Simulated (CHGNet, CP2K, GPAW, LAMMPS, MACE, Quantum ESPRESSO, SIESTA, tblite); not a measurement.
# CP2K runs on glassy 67P2O5-33MgO (mol %) (80 atoms)

Aim: run glassy 67P2O5-33MgO (mol %) (80 atoms) in CP2K and see how near its forces come to a plane-wave reference, and at what cost.

Method: the method is named at each step, in CP2K 2026.2.

## 1. Starting point

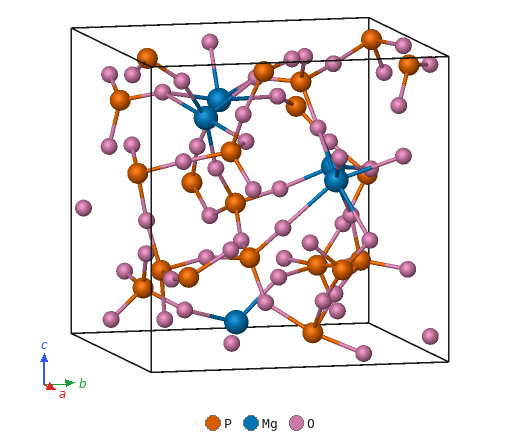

The cell as given, slightly off an axis (phosphorus orange, magnesium blue, oxygen pink). Bonds to atoms that aren't drawn are left out. Some periodic images of atoms are drawn too.

The cell holds 80 atoms: 20 P, 5 Mg and 55 O. Its edges and angles: a = 9.726 Å, b = 9.726 Å, c = 9.726 Å, α = 90.0°, β = 90.0°, γ = 90.0°. 80 atoms (20 P, 5 Mg, 55 O) placed at random at 2.93 g/cm³, melted at 4000 K for 10 ps at fixed volume with the Morse and Coulomb pair potential with partial charges (Pedone, Malavasi, Menziani, Cormack and Segre, J. Phys. Chem. B 110, 11780 (2006)). Quenched from 4000 K to 300 K at 25 K/ps and fixed volume, held 5 ps.

The yardstick, on the same geometry:

```
method                                           : Kohn-Sham DFT, PBE, SSSP efficiency 1.3.0 pseudopotentials, plane waves (Quantum ESPRESSO 7.5); sssp-pbe-1.3.0-efficiency, cutoffs 60/480 Ry, Γ point
r.m.s. force component                           : 1.606 eV/Å
longest force                                    : 6.354 eV/Å
pressure                                         : 4.002 GPa
gap (highest filled to lowest empty level) : 1.699 eV
time                                             : 2.2 min on 4 MPI ranks of Arm Neoverse V1, shared host
CPU time                                         : 8.9 min
```

## 2. PBE, DZVP-MOLOPT-SR, 1200/50 Ry, diagonalisation

Method: Kohn-Sham DFT, PBE, GTH-PBE pseudopotentials, Gaussian and plane waves, DZVP-MOLOPT-SR-GTH, diagonalisation.

input.inp

```
&GLOBAL
  PROJECT cell
  RUN_TYPE ENERGY_FORCE
  PRINT_LEVEL LOW
&END GLOBAL
&FORCE_EVAL
  METHOD QS
  STRESS_TENSOR ANALYTICAL
  &DFT
    BASIS_SET_FILE_NAME BASIS_MOLOPT
    POTENTIAL_FILE_NAME GTH_POTENTIALS
    &MGRID
      CUTOFF 1200
      REL_CUTOFF 50
      NGRIDS 5
    &END MGRID
    &QS
      EPS_DEFAULT 1.0E-12
    &END QS
    &SCF
      SCF_GUESS ATOMIC
      EPS_SCF 5.0E-06
      MAX_SCF 200
      ADDED_MOS 14
      &DIAGONALIZATION
        ALGORITHM STANDARD
      &END DIAGONALIZATION
      &SMEAR ON
        METHOD FERMI_DIRAC
        ELECTRONIC_TEMPERATURE [K] 580
      &END SMEAR
      &MIXING
        METHOD BROYDEN_MIXING
        ALPHA 0.3
        NBROYDEN 12
      &END MIXING
      &PRINT
        &RESTART OFF
        &END RESTART
      &END PRINT
    &END SCF
    &XC
      &XC_FUNCTIONAL PBE
      &END XC_FUNCTIONAL
    &END XC
    &PRINT
      &MULLIKEN ON
      &END MULLIKEN
      &HIRSHFELD ON
        SHAPE_FUNCTION DENSITY
      &END HIRSHFELD
      &MO ON
        EIGENVALUES T
        OCCUPATION_NUMBERS T
        MO_INDEX_RANGE 229 252
        &EACH
          QS_SCF 0
        &END EACH
        ADD_LAST NUMERIC
      &END MO
    &END PRINT
  &END DFT
  &SUBSYS
    &CELL
      A 9.72560 0.00000 0.00000
      B 0.00000 9.72560 0.00000
      C 0.00000 0.00000 9.72560
    &END CELL
    &TOPOLOGY
      COORD_FILE_NAME structure.xyz
      COORD_FILE_FORMAT XYZ
    &END TOPOLOGY
    &KIND P
      BASIS_SET DZVP-MOLOPT-SR-GTH-q5
      POTENTIAL GTH-PBE-q5
    &END KIND
    &KIND Mg
      BASIS_SET DZVP-MOLOPT-SR-GTH-q10
      POTENTIAL GTH-PBE-q10
    &END KIND
    &KIND O
      BASIS_SET DZVP-MOLOPT-SR-GTH-q6
      POTENTIAL GTH-PBE-q6
    &END KIND
  &END SUBSYS
  &PRINT
    &FORCES ON
    &END FORCES
    &STRESS_TENSOR ON
    &END STRESS_TENSOR
  &END PRINT
&END FORCE_EVAL
```

structure.xyz

```xyz
80

P 6.04971 0.85926 9.50288
P 5.45538 7.98987 2.75196
P 2.33337 7.41499 2.21530
P 9.62689 1.25013 2.97341
P 0.22544 3.88314 4.70116
P 8.99618 3.87332 9.35690
P 1.62204 9.24020 4.95899
P 2.64741 1.63594 1.73057
P 7.04610 6.00352 0.71444
P 6.55739 1.17310 2.80564
P 8.48374 8.75819 9.33006
P 1.77142 1.12506 7.61369
P 0.17059 7.30645 7.00525
P 4.70174 6.24403 8.40058
P 7.62672 3.16899 6.64959
P 5.98027 4.22519 3.02933
P 3.29056 8.93345 9.47526
P 6.44807 0.43950 5.90655
P 3.30495 4.47893 4.41639
P 9.16550 6.40567 2.97350
Mg 2.50045 4.72353 0.51711
Mg 4.21313 7.43425 5.60477
Mg 2.04568 4.28189 7.54921
Mg 4.65603 3.15041 7.34789
Mg 7.04153 6.77291 5.54729
O 3.89928 7.52042 8.83036
O 3.08331 8.96107 5.33225
O 2.48684 9.56065 8.30051
O 8.03811 5.05614 9.59606
O 2.36254 8.06573 0.74323
O 6.20804 1.38989 1.18886
O 3.83626 3.69563 5.62597
O 6.31211 2.71801 3.12610
O 8.14305 1.08226 2.72540
O 1.56310 0.81617 6.12723
O 1.23398 6.41141 7.49445
O 3.19496 5.96140 4.80707
O 0.50320 0.26308 4.04770
O 5.60292 7.64238 4.22480
O 5.25455 6.65766 6.98668
O 0.38757 1.14665 8.25772
O 5.88078 6.05107 9.36624
O 4.90073 9.54062 9.46136
O 0.68857 4.34637 9.21822
O 8.23369 6.02073 1.87821
O 1.90486 8.37053 3.44646
O 5.79665 2.05667 8.70869
O 0.79769 8.22883 5.92308
O 9.63340 2.62581 3.79862
O 2.61765 2.28085 7.94115
O 4.47261 4.35298 3.37303
O 0.75004 6.75881 2.25498
O 3.54274 1.49434 2.94170
O 9.60413 5.22751 3.93002
O 9.28522 9.24156 0.77387
O 5.17878 0.58966 6.64472
[... 20 atom lines left out ...]
O 6.06206 9.37246 2.49549
O 9.32841 8.19946 8.16581
O 6.43096 0.73127 4.39257
O 2.88802 6.00196 1.95553
```

Started as:

```sh
$ OMP_NUM_THREADS=2 cp2k.psmp -i input.inp > output.txt
```

Numbers of over 12 decimals in the logs are rounded to 6 here.

Log:

```text
CP2K| version string:                                       CP2K version 2026.2
 CP2K| Input file name                                                 input.inp
 GLOBAL| Basis set file name                                        BASIS_MOLOPT
 GLOBAL| Potential file name                                      GTH_POTENTIALS
 GLOBAL| Run type                                                   ENERGY_FORCE
 GLOBAL| Total number of message passing processes                             1
 GLOBAL| Number of threads for this process                                    2
 TOTAL NUMBERS AND MAXIMUM NUMBERS
  Total number of            - Atomic kinds:                                   3
                             - Atoms:                                         80
                             - Shell sets:                                    80
                             - Shells:                                       400
                             - Primitive Cartesian functions:                390
                             - Cartesian basis functions:                   1095
                             - Spherical basis functions:                   1020
  Maximum angular momentum of- Orbital basis functions:                        2
                             - Local part of the GTH pseudopotential:          2
                             - Non-local part of the GTH pseudopotential:      2
 SCF PARAMETERS         Density guess:                                    ATOMIC
                        max_scf:                                             200
                        eps_scf:                                        5.00E-06
                        added MOs                                        14    0
                        Mixing method:                            BROYDEN_MIXING
                                                charge density mixing in g-space
                        Smear method:                                FERMI_DIRAC
                        Electronic temperature [K]:                        580.0
                        Electronic temperature [a.u.]:                  1.84E-03
                        Accuracy threshold:                             1.00E-10
 Extrapolation method: initial_guess
 Number of electrons:                                                        480
 Number of occupied orbitals:                                                240
 Number of molecular orbitals:                                               254
 Number of orbital functions:                                               1020
 Number of independent orbital functions:                                   1020
 SCF WAVEFUNCTION OPTIMIZATION
  Step     Update method      Time    Convergence         Total energy    Change
     1 NoMix/Diag. 0.30E+00    8.3     1.97080218     -1339.0152136079 -1.34E+03
     2 Broy./Diag. 0.30E+00   10.4     0.28412117     -1259.0304593938  8.00E+01
     3 Broy./Diag. 0.30E+00   10.6     0.17917840     -1318.6509280357 -5.96E+01
     4 Broy./Diag. 0.30E+00   10.5     0.05961869     -1333.2394235945 -1.46E+01
[...]
14 Broy./Diag. 0.30E+00   11.9     0.00000804     -1331.3300082556 -1.60E-04
    15 Broy./Diag. 0.30E+00   11.8     0.00000420     -1331.3302037705 -1.96E-04
  *** SCF run converged in    15 steps ***
  Electronic density on regular grids:       -480.0000000002       -0.0000000002
  Core density on regular grids:              479.9999999998       -0.0000000002
  Total charge density on r-space grids:       -0.0000000004
  Total charge density g-space grids:          -0.0000000004
  Overlap energy of the core charge distribution:               4.27781e-06
  Self energy of the core charge distribution:              -3343.692115
  Core Hamiltonian energy:                                    956.145294
  Hartree energy:                                            1331.962645
  Exchange-correlation energy:                               -275.746031
  Electronic entropic energy:                                  -1.71661e-07
  Fermi energy:                                                 0.190644
  Total energy:                                             -1331.330204
  Total energy (extrapolated to T->0):                      -1331.330204
 MO| EIGENVALUES AND OCCUPATION NUMBERS
 MO|
 MO|  Index      Eigenvalue [a.u.]        Eigenvalue [eV]             Occupation
 MO|    229               0.128424               3.494598               2.000000
 MO|    230               0.130325               3.546335               2.000000
 MO|    231               0.131909               3.589425               2.000000
[...]
MO|    251               0.353896               9.630001               0.000000
 MO|    252               0.354399               9.643684               0.000000
 MO| Sum:                                                             480.000000
 MO| E(Fermi):            0.190644 a.u.          5.187698 eV
 !-----------------------------------------------------------------------------!
                     Mulliken Population Analysis
 #  Atom  Element  Kind  Atomic population                           Net charge
       1     P        1          4.250287                              0.749713
       2     P        1          4.205409                              0.794591
       3     P        1          4.165044                              0.834956
[...]
79     O        3          6.315546                             -0.315546
      80     O        3          6.596482                             -0.596482
 # Total charge                            480.000000                 -0.000000
 !-----------------------------------------------------------------------------!
 !-----------------------------------------------------------------------------!
                           Hirshfeld Charges
  #Atom  Element  Kind  Ref Charge     Population                    Net charge
      1       P      1       5.000          4.452                         0.548
      2       P      1       5.000          4.477                         0.523
      3       P      1       5.000          4.458                         0.542
[...]
79       O      3       6.000          6.195                        -0.195
     80       O      3       6.000          6.348                        -0.348
  Total Charge                                                           -0.000
 !-----------------------------------------------------------------------------!
 ENERGY| Total FORCE_EVAL ( QS ) energy [hartree]          -1331.330213
 FORCES| Atomic forces [hartree/bohr]
 FORCES|   Atom     x               y               z               |f|
 FORCES|      1 -2.42193964E-02 -7.90101434E-03 -1.72744721E-02   3.07800678E-02
 FORCES|      2 -2.58269996E-02 -3.46681334E-02  2.46993958E-02   4.97892913E-02
 FORCES|      3  8.25587295E-03 -1.04682157E-02  4.78348942E-02   4.96580314E-02
[...]
FORCES|     79 -2.82446092E-03  2.09580987E-02 -5.16085635E-02   5.57733208E-02
 FORCES|     80  7.50710782E-03 -5.96695422E-03 -9.37300172E-03   1.34094881E-02
 FORCES| Sum    -8.33571324E-03 -8.14860426E-03 -1.07907436E-02
 FORCES| Total atomic force                                       1.58847101E-02
 STRESS| Analytical stress tensor [bar]
 STRESS|                        x                   y                   z
 STRESS|      x        5.33558710746E+04  -8.58244101980E+03   1.38704696559E+04
 STRESS|      y       -8.58244101980E+03   5.02919473585E+04   4.78156180647E+03
 STRESS|      z        1.38704696559E+04   4.78156180647E+03   4.61442927771E+04
 STRESS| 1/3 Trace                                             4.99307037368E+04
```

The job ended after 3.3 min (2 threads of Arm Neoverse V1, shared host; peak memory 8 GiB; 5.7 min of CPU time).

Banners, paths, timers and routine set-up lines are dropped from the logs unmarked, and long logs keep their key lines alone; longer cuts are marked.

Numbers from this run, and their distance from the reference:

- r.m.s. force component: 1.69 eV/Å
- r.m.s. difference of force components: 183.4 meV/Å
- longest difference of force vectors: 675.9 meV/Å
- force difference over r.m.s. force: 11.42 %
- slope of forces against the reference's: 1.047
- correlation of force components: 0.9951
- gap (highest filled to lowest empty level): 1.353 eV
- gap difference: -0.3462 eV
- pressure: 4.993 GPa
- pressure difference: 0.9908 GPa

Length of the force difference by element (eV/Å):

| element | atoms | mean | most |
| --- | --- | --- | --- |
| Mg | 5 | 0.39 | 0.52 |
| O | 55 | 0.22 | 0.46 |
| P | 20 | 0.43 | 0.68 |

Levels nearest the highest filled one (eV from it): -1.01, -0.96, -0.91, -0.89, -0.76, -0.74, -0.60, -0.54, -0.47, -0.29, -0.04, 0.00, 1.35, 2.44, 2.60, 3.12, 3.44, 4.00, 4.02, 4.26, 4.56, 4.75, 5.13, 5.14.

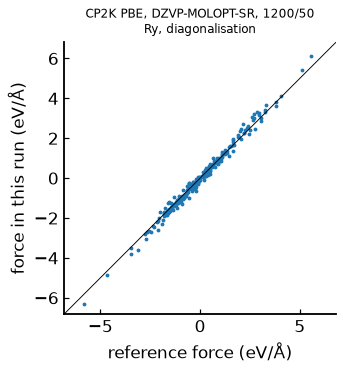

Force components against those of the reference; the line marks equality.

Local excerpt of 9 atoms (numbers count through the whole input) about P8, which bears the longest force; x, y, z are measured from there.

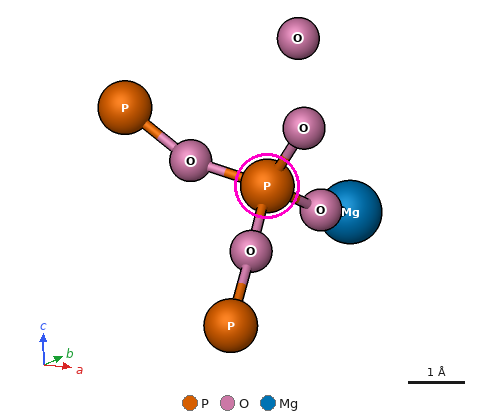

The atoms of the table, within 3.3 Å (arrows a, b, c point along x, y, z); some may hide others; the central atom is ringed.

| atom | x | y | z | distance (Å) | Hirshfeld charge (e) | Fx | Fy | Fz (eV/Å) |
| --- | --- | --- | --- | --- | --- | --- | --- | --- |
| P8 | 0.00 | 0.00 | 0.00 | 0.00 | 0.44 | 6.10 | 0.99 | 2.89 |
| O57 | 0.35 | 1.26 | -0.70 | 1.49 | -0.34 | -0.99 | 2.48 | -1.58 |
| O75 | 0.32 | -1.13 | -0.92 | 1.50 | -0.22 | 0.42 | -2.40 | -2.70 |
| O53 | 0.90 | -0.14 | 1.21 | 1.51 | -0.40 | -1.05 | -0.30 | 0.25 |
| O64 | -1.49 | -0.20 | 0.35 | 1.54 | -0.13 | -4.85 | -0.34 | -0.09 |
| P4 | -2.75 | -0.39 | 1.24 | 3.04 | 0.68 | 4.12 | 1.97 | 2.21 |
| P17 | 0.64 | -2.43 | -1.98 | 3.20 | 0.62 | 0.26 | 3.28 | 2.40 |
| O60 | -0.72 | 2.37 | 2.13 | 3.27 | -0.27 | 1.17 | -0.49 | -1.73 |
| Mg21 | -0.15 | 3.09 | -1.21 | 3.32 | 0.60 | -0.52 | -0.24 | 1.82 |

Forces lie 11 % from the reference's, at 0.63 times its CPU time (on 2 against 4 cores).

The forces add up to 0.82 eV/Å instead of zero, usually a sign of too coarse a grid.

## 3. What came out

| Item | Value |
| --- | --- |
| force difference from the reference | CP2K PBE, DZVP-MOLOPT-SR, 1200/50 Ry, diagonalisation, 11 % |
| its CPU time | 5.7 min |

The PBE run in local orbitals differs by 11 % (CP2K PBE, DZVP-MOLOPT-SR, 1200/50 Ry, diagonalisation); basis, grid and potentials can all enter. At the same functional, the gap of CP2K PBE, DZVP-MOLOPT-SR, 1200/50 Ry, diagonalisation lies 0.35 eV below the reference's 1.70 eV. The potentials hold different valence shells: 440 electrons in the reference, 480 in CP2K with DZVP-MOLOPT-SR; this bears on time and differences. The reference's pressure holds the uncorrected Pulay stress of its 60 Ry basis, so small pressure differences, and their order, may be the reference's own error. In our tests on small cells the SSSP efficiency potentials stood apart from two norm-conserving sets, for C–F bonds most and for P–O bonds less, so differences between them and other runs here needn't be the other run's error. The quench rate of 25 K/ps is many orders above laboratory rates, so the cell is likely richer in defects and strain than a real sample. The network of bonds at the start is that of the classical potential that made the cell, and needn't be the one that DFT or experiment would give. The electronic-structure runs sample only Γ, in a cell whose shortest periodic width is 10 Å.

[Also dropped from logs without a mark: logging warnings of Python, and SIESTA's first energy breakdown and zero terms.]

[Logs are printed without paths, hosts, clocks, repeated set-up lines and the standing remarks that a program may print on its own settings, such as how far it seeks lower states.]

[Hosts, paths, dates, database ids (printed as entryN), source tags and the programs' standing remarks are cut or masked in the printed files.]
